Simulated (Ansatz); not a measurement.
Molecular dynamics of C$_{3}$HFS (part 1 of 2)

System: C$_{3}$HFS.
Method: RKS revPBE-d3bjatm/6-31G* (Ansatz 0.2.0).

The geometry comes from this level: PBE0-D4/def2-TZVP. Figures and captions count atoms from 1; the log counts them from 0 in places.

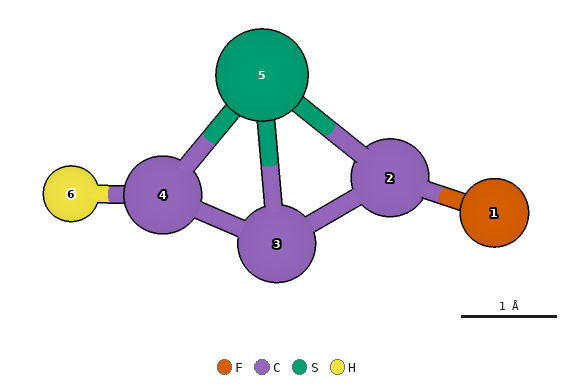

Figure 1. The structure as given in the input (ball-and-stick view, seen at a tilt; atoms are numbered from 1 in the order of the input).

The input
```yaml
crystal:
  periodic: [false, false, false]
  atoms:
    - {symbol: F, position_ang: [1.971734, -0.876483, -0.925125]}
    - {symbol: C, position_ang: [0.835505, -0.196203, -0.930832]}
    - {symbol: C, position_ang: [-0.219944, -0.614115, -0.113810]}
    - {symbol: C, position_ang: [-1.010899, 0.143243, 0.610002]}
    - {symbol: S, position_ang: [0.509869, 1.049115, 0.625133]}
    - {symbol: H, position_ang: [-2.044166, 0.430342, 0.688535]}
basis:
  gaussian: {orbitals: "6-31G*"}
hamiltonian: {xc: {name: revPBE}, dispersion: d3bjatm}
md: {timestep: 1 fs, n_steps: 50, ensemble: nve, temperature: 300, initial_velocities: maxwell_boltzmann, seed: 27}
```

Run as:
```bash
ansatz run in.yaml --threads 2 --pin off --events-out ev --progress --plain --max-ram 4352MiB
```

The program's output
```
Functional definition: revPBE
  name "revPBE"
  cite "Zhang & Yang, Phys. Rev. Lett. 80, 890 (1998) doi:10.1103/PhysRevLett.80.890"
  cite "Perdew, Burke & Ernzerhof, Phys. Rev. Lett. 77, 3865 (1996) doi:10.1103/PhysRevLett.77.3865"
  parameter kappa = 1.245
  parameter beta = 0.06672455060314922
  exchange = pbe_x(kappa = kappa, mu = beta*pi^2/3)
  correlation = pbe_c(beta = beta)
863 factors; their error is unknown
mean field evaluation 1: about -16663.8188 eV, gradient 4.8e1 eV
mean field evaluation 2: about -16644.3991 eV, gradient 9.1e1 eV
mean field evaluation 4: about -16668.9748 eV, gradient 1.3e1 eV
mean field evaluation 8: about -16669.4352 eV, gradient 1.0e-1 eV
mean field evaluation 16: about -16669.3642 eV, gradient 3.6e-3 eV
mean field -16669.36418690 eV, -612.5878349677 hartree, gradient 2.0e-5 eV, S^2 0.000000; 0 other end points of the search recorded, 0 dependent functions left out
the calculation of the forces begins
reference -16669.36421406 eV, -612.5878359657 hartree; 22, 22 occupied and 59, 59 virtual orbitals, 863 factors
md step     0: t =     0.00 fs  T =   300.0 K  F+E_penalty+E_count = -16669.71871744 eV  E_kin = 0.155112 eV  conserved = -16669.56360544 eV  (30 SCF iters)
these checks for a lower state are left out or cut short: starts, cluster_reference, orbital_swaps, neighbouring_geometries, increment
863 factors; their error is unknown
mean field -16669.34606371 eV, -612.5871689528 hartree, gradient 1.6e-5 eV, S^2 0.000000; 0 other end points of the search recorded, 0 dependent functions left out
the calculation of the forces begins
reference -16669.34609088 eV, -612.5871699511 hartree; 22, 22 occupied and 59, 59 virtual orbitals, 863 factors
md step     1: t =     1.00 fs  T =   270.8 K  F+E_penalty+E_count = -16669.70091737 eV  E_kin = 0.140005 eV  conserved = -16669.56091224 eV  (33 SCF iters, 3 dispersion substeps)
[... from here on the SCF iterations and repeated set-up lines of each step are left out, up to the last step ...]
md step     2: t =     2.00 fs  T =   245.3 K  F+E_penalty+E_count = -16669.68472845 eV  E_kin = 0.126843 eV  conserved = -16669.55788512 eV  (34 SCF iters, 3 dispersion substeps)
md step     3: t =     3.00 fs  T =   290.1 K  F+E_penalty+E_count = -16669.71049183 eV  E_kin = 0.150012 eV  conserved = -16669.56047940 eV  (34 SCF iters, 3 dispersion substeps)
md step     4: t =     4.00 fs  T =   348.1 K  F+E_penalty+E_count = -16669.74359444 eV  E_kin = 0.179977 eV  conserved = -16669.56361783 eV  (34 SCF iters, 3 dispersion substeps)
md step     5: t =     5.00 fs  T =   338.8 K  F+E_penalty+E_count = -16669.73789010 eV  E_kin = 0.175161 eV  conserved = -16669.56272873 eV  (34 SCF iters, 3 dispersion substeps)
md step     6: t =     6.00 fs  T =   274.8 K  F+E_penalty+E_count = -16669.70233976 eV  E_kin = 0.142091 eV  conserved = -16669.56024912 eV  (34 SCF iters, 3 dispersion substeps)
md step     7: t =     7.00 fs  T =   220.8 K  F+E_penalty+E_count = -16669.67300850 eV  E_kin = 0.114153 eV  conserved = -16669.55885538 eV  (35 SCF iters, 3 dispersion substeps)
md step     8: t =     8.00 fs  T =   217.1 K  F+E_penalty+E_count = -16669.67156178 eV  E_kin = 0.112239 eV  conserved = -16669.55932241 eV  (35 SCF iters, 3 dispersion substeps)
md step     9: t =     9.00 fs  T =   250.3 K  F+E_penalty+E_count = -16669.69069250 eV  E_kin = 0.129396 eV  conserved = -16669.56129696 eV  (35 SCF iters, 3 dispersion substeps)
md step    10: t =    10.00 fs  T =   265.8 K  F+E_penalty+E_count = -16669.70050172 eV  E_kin = 0.137421 eV  conserved = -16669.56308080 eV  (35 SCF iters, 3 dispersion substeps)
md step    11: t =    11.00 fs  T =   222.7 K  F+E_penalty+E_count = -16669.67698366 eV  E_kin = 0.115165 eV  conserved = -16669.56181907 eV  (35 SCF iters, 3 dispersion substeps)
md step    12: t =    12.00 fs  T =   161.0 K  F+E_penalty+E_count = -16669.64149477 eV  E_kin = 0.083235 eV  conserved = -16669.55825998 eV  (35 SCF iters, 3 dispersion substeps)
md step    13: t =    13.00 fs  T =   164.1 K  F+E_penalty+E_count = -16669.64342279 eV  E_kin = 0.084839 eV  conserved = -16669.55858379 eV  (35 SCF iters, 3 dispersion substeps)
md step    14: t =    14.00 fs  T =   224.5 K  F+E_penalty+E_count = -16669.67833041 eV  E_kin = 0.116095 eV  conserved = -16669.56223499 eV  (34 SCF iters, 3 dispersion substeps)
md step    15: t =    15.00 fs  T =   255.2 K  F+E_penalty+E_count = -16669.69505286 eV  E_kin = 0.131931 eV  conserved = -16669.56312196 eV  (34 SCF iters, 3 dispersion substeps)
md step    16: t =    16.00 fs  T =   225.0 K  F+E_penalty+E_count = -16669.67745292 eV  E_kin = 0.116310 eV  conserved = -16669.56114266 eV  (34 SCF iters, 3 dispersion substeps)
md step    17: t =    17.00 fs  T =   181.1 K  F+E_penalty+E_count = -16669.65283457 eV  E_kin = 0.093648 eV  conserved = -16669.55918661 eV  (55 SCF iters, 3 dispersion substeps)
md step    18: t =    18.00 fs  T =   178.3 K  F+E_penalty+E_count = -16669.65099737 eV  E_kin = 0.092178 eV  conserved = -16669.55881941 eV  (35 SCF iters, 3 dispersion substeps)
md step    19: t =    19.00 fs  T =   226.8 K  F+E_penalty+E_count = -16669.67761178 eV  E_kin = 0.117274 eV  conserved = -16669.56033773 eV  (35 SCF iters, 3 dispersion substeps)
md step    20: t =    20.00 fs  T =   282.9 K  F+E_penalty+E_count = -16669.70912373 eV  E_kin = 0.146263 eV  conserved = -16669.56286062 eV  (34 SCF iters, 3 dispersion substeps)
md step    21: t =    21.00 fs  T =   282.3 K  F+E_penalty+E_count = -16669.70942068 eV  E_kin = 0.145945 eV  conserved = -16669.56347564 eV  (34 SCF iters, 3 dispersion substeps)
md step    22: t =    22.00 fs  T =   221.8 K  F+E_penalty+E_count = -16669.67455429 eV  E_kin = 0.114662 eV  conserved = -16669.55989225 eV  (34 SCF iters, 3 dispersion substeps)
md step    23: t =    23.00 fs  T =   193.5 K  F+E_penalty+E_count = -16669.65750813 eV  E_kin = 0.100023 eV  conserved = -16669.55748554 eV  (35 SCF iters, 3 dispersion substeps)
md step    24: t =    24.00 fs  T =   250.7 K  F+E_penalty+E_count = -16669.69064103 eV  E_kin = 0.129625 eV  conserved = -16669.56101580 eV  (34 SCF iters, 3 dispersion substeps)
md step    25: t =    25.00 fs  T =   313.5 K  F+E_penalty+E_count = -16669.72585878 eV  E_kin = 0.162083 eV  conserved = -16669.56377563 eV  (33 SCF iters, 3 dispersion substeps)
md step    26: t =    26.00 fs  T =   305.9 K  F+E_penalty+E_count = -16669.72047927 eV  E_kin = 0.158156 eV  conserved = -16669.56232287 eV  (33 SCF iters, 3 dispersion substeps)
md step    27: t =    27.00 fs  T =   254.7 K  F+E_penalty+E_count = -16669.69151209 eV  E_kin = 0.131679 eV  conserved = -16669.55983282 eV  (33 SCF iters, 3 dispersion substeps)
md step    28: t =    28.00 fs  T =   225.9 K  F+E_penalty+E_count = -16669.67565718 eV  E_kin = 0.116813 eV  conserved = -16669.55884431 eV  (33 SCF iters, 3 dispersion substeps)
md step    29: t =    29.00 fs  T =   248.6 K  F+E_penalty+E_count = -16669.68844958 eV  E_kin = 0.128551 eV  conserved = -16669.55989878 eV  (33 SCF iters, 3 dispersion substeps)
md step    30: t =    30.00 fs  T =   292.8 K  F+E_penalty+E_count = -16669.71362121 eV  E_kin = 0.151378 eV  conserved = -16669.56224296 eV  (34 SCF iters, 3 dispersion substeps)
md step    31: t =    31.00 fs  T =   296.0 K  F+E_penalty+E_count = -16669.71648463 eV  E_kin = 0.153055 eV  conserved = -16669.56342916 eV  (34 SCF iters, 3 dispersion substeps)
md step    32: t =    32.00 fs  T =   235.9 K  F+E_penalty+E_count = -16669.68276175 eV  E_kin = 0.121969 eV  conserved = -16669.56079322 eV  (34 SCF iters, 3 dispersion substeps)
md step    33: t =    33.00 fs  T =   182.3 K  F+E_penalty+E_count = -16669.65190857 eV  E_kin = 0.094250 eV  conserved = -16669.55765895 eV  (34 SCF iters, 3 dispersion substeps)
md step    34: t =    34.00 fs  T =   206.0 K  F+E_penalty+E_count = -16669.66631626 eV  E_kin = 0.106528 eV  conserved = -16669.55978840 eV  (34 SCF iters, 3 dispersion substeps)
md step    35: t =    35.00 fs  T =   260.7 K  F+E_penalty+E_count = -16669.69774702 eV  E_kin = 0.134791 eV  conserved = -16669.56295631 eV  (34 SCF iters, 3 dispersion substeps)
md step    36: t =    36.00 fs  T =   266.8 K  F+E_penalty+E_count = -16669.70036148 eV  E_kin = 0.137953 eV  conserved = -16669.56240839 eV  (34 SCF iters, 3 dispersion substeps)
md step    37: t =    37.00 fs  T =   229.2 K  F+E_penalty+E_count = -16669.67861405 eV  E_kin = 0.118505 eV  conserved = -16669.56010950 eV  (34 SCF iters, 3 dispersion substeps)
md step    38: t =    38.00 fs  T =   206.8 K  F+E_penalty+E_count = -16669.66571160 eV  E_kin = 0.106925 eV  conserved = -16669.55878698 eV  (34 SCF iters, 3 dispersion substeps)
md step    39: t =    39.00 fs  T =   237.0 K  F+E_penalty+E_count = -16669.68196650 eV  E_kin = 0.122544 eV  conserved = -16669.55942264 eV  (34 SCF iters, 3 dispersion substeps)
md step    40: t =    40.00 fs  T =   300.9 K  F+E_penalty+E_count = -16669.71733144 eV  E_kin = 0.155592 eV  conserved = -16669.56173920 eV  (33 SCF iters, 3 dispersion substeps)
md step    41: t =    41.00 fs  T =   335.2 K  F+E_penalty+E_count = -16669.73705193 eV  E_kin = 0.173299 eV  conserved = -16669.56375284 eV  (33 SCF iters, 3 dispersion substeps)
md step    42: t =    42.00 fs  T =   295.8 K  F+E_penalty+E_count = -16669.71501380 eV  E_kin = 0.152950 eV  conserved = -16669.56206411 eV  (34 SCF iters, 3 dispersion substeps)
md step    43: t =    43.00 fs  T =   235.9 K  F+E_penalty+E_count = -16669.67994645 eV  E_kin = 0.121951 eV  conserved = -16669.55799559 eV  (34 SCF iters, 3 dispersion substeps)
md step    44: t =    44.00 fs  T =   250.2 K  F+E_penalty+E_count = -16669.68831198 eV  E_kin = 0.129363 eV  conserved = -16669.55894922 eV  (34 SCF iters, 3 dispersion substeps)
md step    45: t =    45.00 fs  T =   317.7 K  F+E_penalty+E_count = -16669.72728433 eV  E_kin = 0.164262 eV  conserved = -16669.56302195 eV  (34 SCF iters, 3 dispersion substeps)
md step    46: t =    46.00 fs  T =   339.4 K  F+E_penalty+E_count = -16669.73882100 eV  E_kin = 0.175478 eV  conserved = -16669.56334350 eV  (34 SCF iters, 3 dispersion substeps)
md step    47: t =    47.00 fs  T =   295.2 K  F+E_penalty+E_count = -16669.71350674 eV  E_kin = 0.152647 eV  conserved = -16669.56085925 eV  (34 SCF iters, 3 dispersion substeps)
md step    48: t =    48.00 fs  T =   245.6 K  F+E_penalty+E_count = -16669.68594768 eV  E_kin = 0.126986 eV  conserved = -16669.55896196 eV  (34 SCF iters, 3 dispersion substeps)
md step    49: t =    49.00 fs  T =   243.9 K  F+E_penalty+E_count = -16669.68515472 eV  E_kin = 0.126089 eV  conserved = -16669.55906601 eV  (34 SCF iters, 3 dispersion substeps)
these checks for a lower state are left out or cut short: starts, cluster_reference, orbital_swaps, neighbouring_geometries, increment
863 factors; their error is unknown
mean field -16669.35879628 eV, -612.5876368660 hartree, gradient 2.4e-5 eV, S^2 0.000000; 0 other end points of the search recorded, 0 dependent functions left out
the calculation of the forces begins
reference -16669.35882351 eV, -612.5876378669 hartree; 22, 22 occupied and 59, 59 virtual orbitals, 863 factors
863 factors; their error is unknown
mean field evaluation 416: about -16669.4287 eV, gradient 2.6e-2 eV
mean field -16669.35879628 eV, -612.5876368660 hartree, gradient 2.3e-5 eV, S^2 0.000000; 1 other end points of the search recorded, 0 dependent functions left out
the calculation of the forces begins
reference -16669.35882351 eV, -612.5876378669 hartree; 22, 22 occupied and 59, 59 virtual orbitals, 863 factors
md step    50: t =    50.00 fs  T =   287.2 K  F+E_penalty+E_count = -16669.70955399 eV  E_kin = 0.148497 eV  conserved = -16669.56105694 eV  (56 SCF iters, 3 dispersion substeps)
```

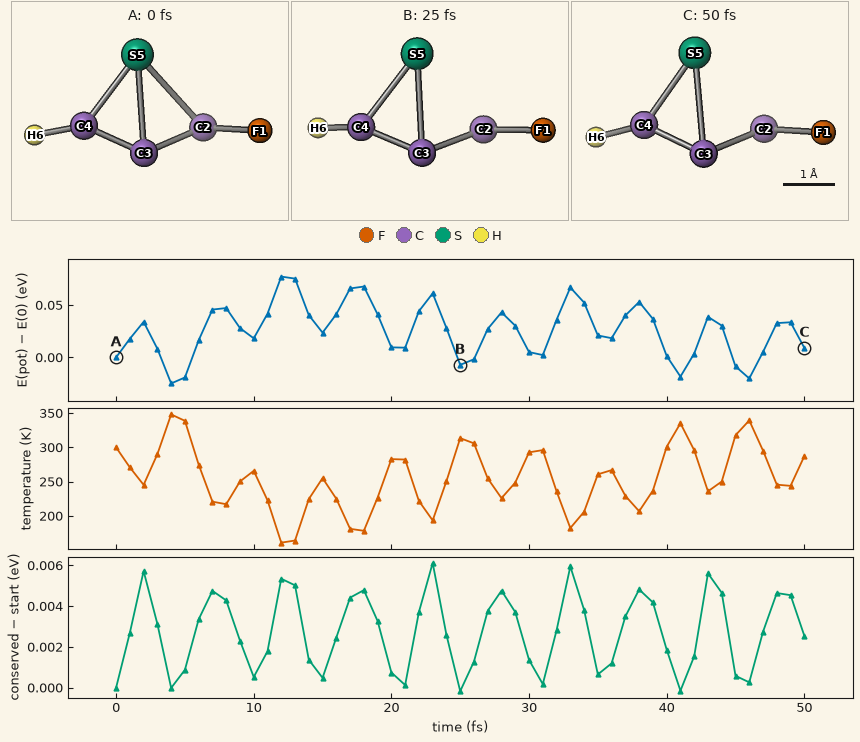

Figure 2. Frames of the molecular dynamics (ball-and-stick, seen on its broad side) above the curves, on which the letters mark them. The trajectory kept here has 51 frames over 50 fs. The temperature starts at 300 K, ranges from 161 to 348 K and averages 266 K over the second half. The potential energy ends 0.009 eV above its first value. The conserved quantity stays within 0.0063 eV. After an unweighted best fit of the last frame on the first, the root-mean-square displacement is 0.12 Å, and C3 has moved furthest (0.20 Å).

```
Total energy: -16669.70958123 eV, -612.6005279750 hartree
Atom 0 at     2.006858    -0.913910    -0.991532 Å, force    -0.936822     0.650179    -0.070286 eV/Å
Atom 1 at     0.824009    -0.195881    -0.994309 Å, force     0.824609    -1.074080     0.575310 eV/Å
Atom 2 at    -0.184038    -0.706613     0.010876 Å, force     0.245661     0.543616    -0.627098 eV/Å
Atom 3 at    -1.028529     0.204819     0.536211 Å, force    -1.421991     0.162747     0.002160 eV/Å
Atom 4 at     0.488572     1.079905     0.676600 Å, force     0.042871     0.068127    -0.096441 eV/Å
Atom 5 at    -2.109597     0.521093     0.453161 Å, force     1.245671    -0.350589     0.216355 eV/Å
Dipole moment:    -0.380569     0.176877     0.172577 e Å
```

Trajectory as extended XYZ (Å, eV, eV/Å), 31 of the 51 frames kept, from step=0 to step=50
```
6
Properties=species:S:1:pos:R:3:forces:R:3 step=0 time_fs=0.0 energy=-16669.71872 temperature=300.0
F     1.9717   -0.8765   -0.9251    0.9249  -0.4956  -0.0681
C     0.8355   -0.1962   -0.9308   -0.1632   0.4924  -0.9260
C    -0.2199   -0.6141   -0.1138    0.1593  -1.3464  -0.2587
C    -1.0109    0.1432    0.6100   -1.0410   0.3695   0.8284
S     0.5099    1.0491    0.6251    0.5066   0.7776   0.4892
H    -2.0442    0.4303    0.6885   -0.3867   0.2024  -0.0649
6
Properties=species:S:1:pos:R:3:forces:R:3 step=2 time_fs=2.0 energy=-16669.68473 temperature=245.3
F     1.9791   -0.8776   -0.9292    0.7379  -0.4127  -0.0319
C     0.8417   -0.1940   -0.9321   -0.5411   0.3059  -0.6037
C    -0.2296   -0.6166   -0.1112    0.4390  -0.9689  -0.2219
C    -1.0180    0.1527    0.6227    1.0405  -0.5037   0.2852
S     0.5087    1.0471    0.6239    0.4633   0.7827   0.5172
H    -2.0200    0.4047    0.6384   -2.1395   0.7967   0.0552
6
Properties=species:S:1:pos:R:3:forces:R:3 step=3 time_fs=3.0 energy=-16669.71049 temperature=290.1
F     1.9834   -0.8784   -0.9313    0.6042  -0.3462  -0.0193
C     0.8442   -0.1925   -0.9335   -0.6535   0.1976  -0.4528
C    -0.2340   -0.6190   -0.1101    0.5383  -0.7645  -0.1770
C    -1.0206    0.1570    0.6294    0.7128  -0.5684   0.0972
S     0.5084    1.0465    0.6235    0.4384   0.7662   0.5128
H    -2.0359    0.4023    0.6141   -1.6402   0.7152   0.0392
6
Properties=species:S:1:pos:R:3:forces:R:3 step=5 time_fs=5.0 energy=-16669.73789 temperature=338.8
F     1.9928   -0.8806   -0.9355    0.2730  -0.1705  -0.0052
C     0.8476   -0.1891   -0.9372   -0.7195  -0.0400  -0.1824
C    -0.2414   -0.6257   -0.1085    0.6163  -0.3323  -0.0326
C    -1.0250    0.1642    0.6430   -1.2778  -0.3574  -0.4075
S     0.5080    1.0459    0.6231    0.3888   0.6995   0.4750
H    -2.1035    0.4157    0.5668    0.7191   0.2008   0.1528
6
Properties=species:S:1:pos:R:3:forces:R:3 step=7 time_fs=7.0 energy=-16669.67301 temperature=220.8
F     2.0028   -0.8832   -0.9397   -0.1007   0.0437  -0.0058
C     0.8487   -0.1859   -0.9416   -0.6350  -0.2963   0.0615
C    -0.2468   -0.6334   -0.1068    0.5050   0.1623   0.2111
C    -1.0330    0.1702    0.6553   -1.8659  -0.4119  -1.0157
S     0.5082    1.0461    0.6233    0.2864   0.5717   0.4204
H    -2.1473    0.4375    0.5255    1.8102  -0.0694   0.3286
```
